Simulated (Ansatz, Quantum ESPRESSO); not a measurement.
## Equation of state of hcp Ti

How stiff is hcp Ti under hydrostatic load? Each row relaxes cell and atoms at a set pressure. The phase is followed to these pressures whether or not it stays the stable one.

Calculated with Ansatz 0.2.0, PBEsol, PAW files of the set soft_1, cutoff 600 eV, Fermi–Dirac smearing 0.05 eV, k-mesh 17×17×10, no spin polarisation, no spin-orbit coupling.

Reference cell, relaxed at zero pressure with PBEsol (P6_3/mmc): a = 2.9010 Å, b = 2.9010 Å, c = 4.5887 Å, α = 90.00°, β = 90.00°, γ = 120.00°.

```
atom       x       y       z
  Ti  0.3333  0.6667  0.7500
  Ti  0.6667  0.3333  0.2500
```

```
V (Å³/atom)    V/V0  P (GPa)  E − E0 (meV/atom)
    17.3273  1.0362   −3.999                7.8
    16.0794  0.9616    5.000                9.7
    15.5336  0.9290    9.998               35.0
    15.0578  0.9005   14.997               72.0
    13.9121  0.8320   29.996              230.1
```

V0 = 16.7213 Å³ an atom, where the residual pressure P0 is −0.007 GPa. **Question.** Fit the Birch–Murnaghan law and give the pressure and the energy at V = 14.6357 Å³ an atom, a row left out above.

With the Eulerian strain f = ½[(V0/V)^(2/3) − 1] and F = (P − P0)/[3f(1 + 2f)^(5/2)], the third-order law is the line F = B0 + (3/2) B0 (B′ − 4) f.

```
       f  F (GPa)
 0.06523   112.85
 0.03618   116.09
 0.02517   117.18
 0.01322   118.28
−0.01173   120.41
```

A straight line through the 5 rows: the means are 0.02561 for f and 116.96 for F, Σ(Δx)² = 0.003229 and ΣΔxΔy = −0.3173, so the slope is −0.3173/0.003229 = −98.255 and the intercept 116.96 − (−98.255)(0.02561) = 119.48.

Hence B0 = 119.5 GPa and B′ = 4 + (−98.3)/(1.5 × 119.5) = 3.45. For the withheld volume f = 0.04644, F = 114.92 GPa and P = 19.98 GPa. The run itself gives 20.00 GPa, so the estimate misses by 0.02 GPa; the fitted rows themselves lie up to 0.06 GPa off the law.

Integrating the same law gives E − E0 = (9/2) B0 V0 f²[1 + (B′ − 4) f] + P0(V0 − V), with 1 GPa Å³ = 6.2415 meV: 117.8 meV an atom. The run itself gives 118.0 meV, so the estimate misses by 0.2 meV; the fitted rows themselves lie up to 0.1 meV off the law.

The same fit over all rows at other levels or in other programs gives B0 = 119 GPa with PBEsol (Quantum ESPRESSO, GBRV).

Measured volume: 17.658 Å³ an atom (Acta Geologica Sinica 87 1275 2013), so V0 is −5.3 % off. A stiffness follows the volume as d ln B/d ln V = −B′, which moves B0 by about −17 % when it is taken at the measured volume.

The calculation is for a static lattice, while measurements hold thermal and zero-point motion.

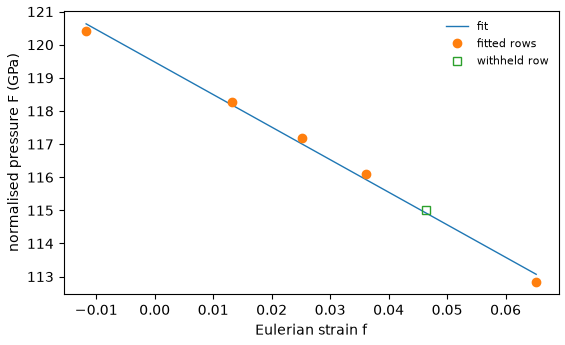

The fitted law, the rows behind it and the withheld row.

[Logs are printed without paths, hosts, clocks, repeated set-up lines and the standing remarks that a program may print on its own settings, such as how far it seeks lower states.]
